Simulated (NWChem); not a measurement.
**HF/STO-3G run of COF2 (carbonyl fluoride)**

What is the vertical singlet–triplet gap of COF2 (carbonyl fluoride) at HF/STO-3G? 

The calculation is run with NWChem 7.3.0.

1 further run of the same task is left out (set aside as unsound or not needed). Runs told in other sessions of the task aren't counted.

### Step 1. The molecule

COF2 has 4 atoms, charge 0, and is taken as a singlet. SMILES: `O=C(F)F`. The shape is that of a PBE0-D4/def2-TZVP optimisation.

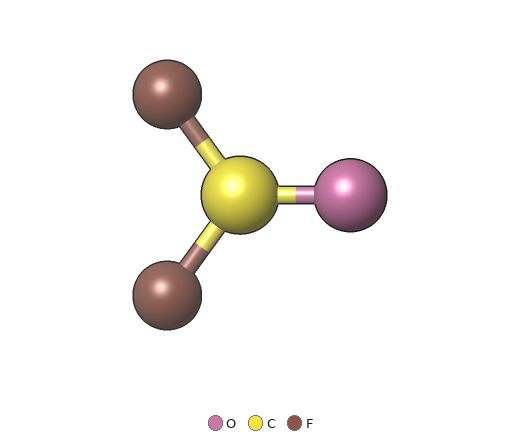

Viewed from a chosen angle; oxygen pink, carbon yellow, fluorine brown.

### Step 2. Energy and forces at HF/STO-3G

Input file mymol.nw:

```
start mymol
title "CF2O gradient"
memory stack 880 mb heap 220 mb global 1100 mb
charge 0

geometry noautosym nocenter noautoz
  O    -1.242660   -0.157400    0.153910
  C    -0.091830   -0.011630    0.011370
  F     0.845490   -0.826670    0.424670
  F     0.488990    0.995700   -0.589960
end

basis spherical bse
  * library STO-3G
end

scf
  thresh 1e-08
  maxiter 80
  noprint "final vectors analysis"
end

task scf gradient
```

Run with:

```sh
$ nwchem mymol.nw > mymol.out
```

Standard output:

```text
[...]
  functions       =    20
[...]
  wavefunction    = RHF
[...]
         Total SCF energy =   -307.300165092114
      One-electron energy =   -667.850703921283
      Two-electron energy =    240.414107186599
 Nuclear repulsion energy =    120.136431642570
        Time for solution =      0.6s
[...]
                         RHF ENERGY GRADIENTS
    atom               coordinates                        gradient
                 x          y          z           x          y          z
   1 O      -2.348287  -0.297443   0.290848    0.099253   0.012572  -0.012293
   2 C      -0.173534  -0.021978   0.021486   -0.045144  -0.005714   0.005589
   3 F       1.597744  -1.562180   0.802510   -0.035281   0.038630  -0.020065
   4 F       0.924057   1.881600  -1.114863   -0.018828  -0.045488   0.026769
[...]
```

Run time: 1.3 s. Hardware: 1 thread of Intel Xeon Platinum 8259CL at 2.50GHz (Skylake/Cascade Lake), shared host; peak memory 0.099 GiB.

### Step 3. The triplet: the energy at UHF/STO-3G

Input file cf2o.xyz:

```xyz
4

O     -1.242660    -0.157400     0.153910
C     -0.091830    -0.011630     0.011370
F      0.845490    -0.826670     0.424670
F      0.488990     0.995700    -0.589960
```

Input file run.py:

```python
from ase.io import read
from ase.calculators.nwchem import NWChem

system = read('cf2o.xyz')

calc = NWChem(
    label='cf2o',
    theory='scf',
    memory='2200 mb',
    basis='STO-3G',
    basispar='spherical bse',
    scf={'nopen': '2', 'uhf': None, 'thresh': '1e-08', 'maxiter': '80'},
    task='energy',
)
system.calc = calc

e = system.get_potential_energy()
print(f"E = {e:.6f} eV")
```

Run with:

```sh
$ export ASE_NWCHEM_COMMAND="nwchem PREFIX.nwi > PREFIX.nwo"
$ python run.py
```

Standard output:

```text
E = -8357.514283 eV
```

The calculator wrote cf2o.nwi:

```
title "cf2o"

permanent_dir cf2o

scratch_dir cf2o

start cf2o

geometry units angstrom nocenter noautosym noautoz
  O  -1.2426600000000001e+00 -1.5740000000000001e-01 1.5390999999999999e-01
  C  -9.1829999999999995e-02 -1.1630000000000000e-02 1.1370000000000000e-02
  F  8.4548999999999996e-01 -8.2667000000000002e-01 4.2466999999999999e-01
  F  4.8898999999999998e-01 9.9570000000000003e-01 -5.8996000000000004e-01
end

memory 2200 mb

basis spherical bse noprint
   * library STO-3G
end

scf
  nopen 2
  uhf
  thresh 1e-08
  maxiter 80
end

task scf energy
```

cf2o.nwo:

```text
Northwest Computational Chemistry Package (NWChem) 7.3.0
             --------------------------------------------------------

           Job information
           ---------------

    nwchem branch   = 7.3.0
    use scalapack   = T
    input           = cf2o.nwi
    prefix          = cf2o.
    data base       = cf2o/cf2o.db
    status          = startup
    nproc           =        1

           Memory information
           ------------------

    heap     =     72089596 doubles =      550.0 Mbytes
    stack    =     72089601 doubles =      550.0 Mbytes
    global   =    144179200 doubles =     1100.0 Mbytes (distinct from heap & stack)
    total    =    288358397 doubles =     2200.0 Mbytes
    verify   = yes
    hardfail = no

           Directory information
           ---------------------

  0 permanent = cf2o
  0 scratch   = cf2o

                                NWChem Input Module
                                -------------------

                                       cf2o
                                       ----

 Scaling coordinates for geometry "geometry" by  1.889725989
 (inverse scale =  0.529177249)

                             Geometry "geometry" -> ""
                             -------------------------

 Output coordinates in angstroms (scale by  1.889725989 to convert to a.u.)

[... 16 lines left out ...]
            Nuclear Dipole moment (a.u.)
[... 74 lines left out ...]
 1-e energy   =    -670.497554
[... 7 lines left out ...]
         Quadratically convergent UHF
[... 15 lines left out ...]
       Final UHF  results
[... 3 lines left out ...]
      One electron energy =   -667.826383464874
[... 1 line left out ...]
 Nuclear repulsion energy =    120.136431642569
[... 32 lines left out ...]
          Final beta eigenvalues
[... 146 lines left out ...]
                     UHF Final Beta Molecular Orbital Analysis
[... 143 lines left out ...]
  Mulliken analysis of the alpha density
  --------------------------------------

    Atom       Charge   Shell Charges
 -----------   ------   -------------------------------------------------------
    1 O    8     4.60   1.00  0.95  2.65
    2 C    6     3.20   1.00  0.49  1.71
    3 F    9     4.60   1.00  0.97  2.63
    4 F    9     4.60   1.00  0.97  2.63

   Mulliken analysis of the beta density
   -------------------------------------

    Atom       Charge   Shell Charges
 -----------   ------   -------------------------------------------------------
    1 O    8     3.48   1.00  0.92  1.56
    2 C    6     2.48   1.00  0.45  1.04
    3 F    9     4.52   1.00  0.97  2.55
    4 F    9     4.52   1.00  0.97  2.55

   Mulliken analysis of the spin density
   -------------------------------------

    Atom       Charge   Shell Charges
 -----------   ------   -------------------------------------------------------
    1 O    8     1.12   0.00  0.03  1.09
    2 C    6     0.72  -0.00  0.04  0.68
    3 F    9     0.08   0.00  0.00  0.08
    4 F    9     0.08   0.00  0.00  0.08

       Multipole analysis of the density wrt the origin
       ------------------------------------------------

     L   x y z        total         alpha         beta         nuclear
     -   - - -        -----         -----         ----         -------
     0   0 0 0     -0.000000    -17.000000    -15.000000     32.000000

     1   1 0 0     -0.174417     -0.283936     -2.759199      2.868717
[... 8 lines of this table left out ...]
     2   0 0 2    -12.871359    -16.114610    -14.418728     17.661979

 Task  times  cpu:        0.8s     wall:        0.8s
 Total times  cpu:        0.8s     wall:        0.8s
```

It took 2.1 s on 1 thread of Intel Xeon Platinum 8259CL at 2.50GHz (Skylake/Cascade Lake), shared host; peak memory 0.099 GiB.

### Step 4. Outcome

At HF/STO-3G:

```
                                        quantity          value
                           singlet: total energy  -307.30017 Eh
                          singlet: dipole moment         0.89 D
               singlet: largest force on an atom     5.183 eV/Å
                           triplet: total energy  -307.13299 Eh
                          triplet: dipole moment         0.45 D
     triplet: HOMO energy (highest over α and β)       -5.06 eV
      triplet: LUMO energy (lowest over α and β)        4.60 eV
                                   triplet: ⟨S²⟩          2.004
vertical energy of the triplet above the singlet       4.549 eV
```

At this shape the triplet lies 4.55 eV (439 kJ/mol) above the singlet. The largest force (singlet) is 5.18 eV/Å: too large for a shape near rest; a basis without polarisation functions on a geometry from another level can give that. In a minimal basis such a difference can be off by several eV, whatever the method. Mulliken charges (singlet) run from -0.26 on O1 to +0.52 on C2; they depend strongly on the basis. Mulliken charges (triplet) run from -0.12 on F3 to +0.32 on C2.
